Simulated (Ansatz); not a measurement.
HNOSn (SMILES [NH]1[O][Sn]1)

Input

```
crystal:
  periodic: [false, false, false]
  atoms:
    - {symbol: N, position_ang: [-1.113964, 0.547781, -0.041409]}
    - {symbol: O, position_ang: [-0.061835, 0.972831, 0.885723]}
    - {symbol: Sn, position_ang: [0.337954, 1.838500, -0.899013]}
    - {symbol: H, position_ang: [-0.872314, -0.428392, -0.276680]}
basis:
  gaussian:
    orbitals: def2-TZVPD
hamiltonian:
  xc: pbe0
output: {forces: true, orbitals: {seedname: orbitals}}
```

Run with:

```sh
ansatz run input.yaml --threads 1 --pin off --max-ram 2610MiB --events-out events.jsonl --progress --plain --runs-dir runs
```

Geometry: PBE0-D3(BJ)/def2-SVP; core potentials replace the inner electrons of Sn.

The calculation used isolated molecule in a Gaussian basis; Kohn-Sham density functional theory, functional PBE0 (Ansatz 0.2.0).

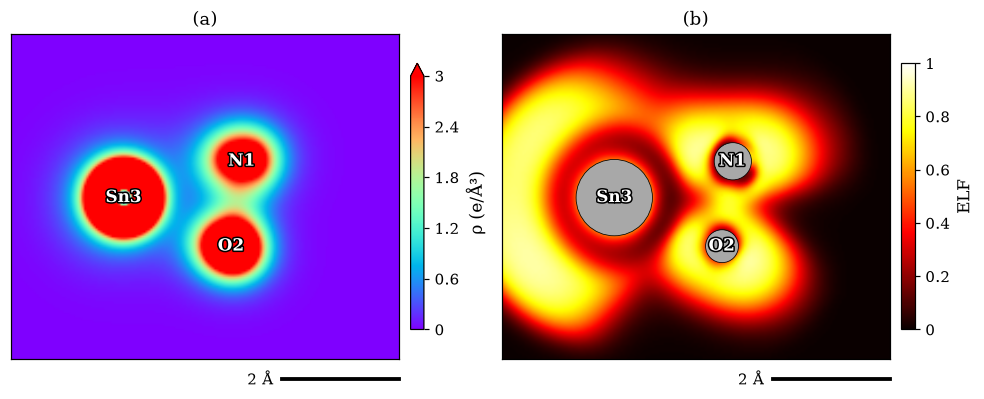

Figure 1. (a) electron density; (b) ELF on the plane of atoms N1, O2 and Sn3. Grey discs cover the atomic cores in the ELF map.

**What does the map show?**

- Atoms in the plane: N, O and Sn.
- N–O (1.47 Å): the density is about 1.9 e/Å³ at the midpoint; the ELF peaks at about 0.80 between the atoms; a shared electron pair.
- Sn–O (2.02 Å): the density is about 0.72 e/Å³ at the midpoint; the ELF peaks at about 0.80 in the valence shell of O, 0.6 Å from its nucleus, and drops to about 0.15 between the two atoms.
- Sn–N (2.12 Å): the density is about 0.63 e/Å³ at the midpoint; the ELF peaks at about 0.80 in the valence shell of N, 0.6 Å from its nucleus, and drops to about 0.15 between the two atoms.
- The ELF also peaks beside O2 and N1, away from the bonds: lone-pair regions.

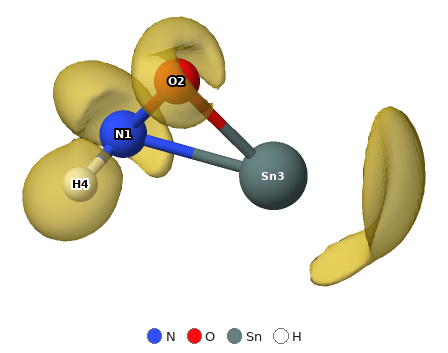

Figure 2. Isosurface of the ELF at 0.85 (yellow), seen at a tilt. Only the valence region is drawn (cores and ρ < 0.01 e/Å³ removed).

**Describe the localisation domains.**

The ELF exceeds this value in one region around a hydrogen nucleus, one lobe on N, pointing away from the bonds (lone pairs), one lobe on Sn, pointing away from the bonds (lone pairs) and one region wrapped around O (its valence shell).

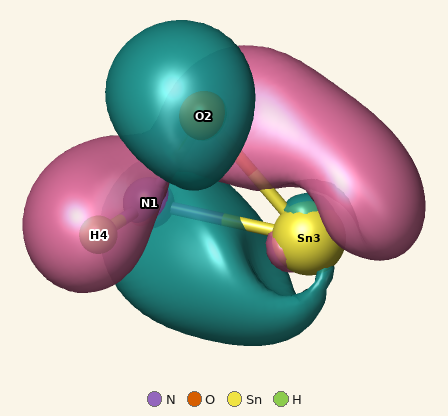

Figure 3. The HOMO−1 at ±0.08 Å⁻³ᐟ² (teal and pink are the two phases), seen across its widest extent.

**Describe this orbital and give its energy.**

Its weight (Hirshfeld) is mainly on O2 (about 45 %), N1 (about 30 %), Sn3 (about 20 %) and H4 (about 5 %). Its energy is −7.20 eV.
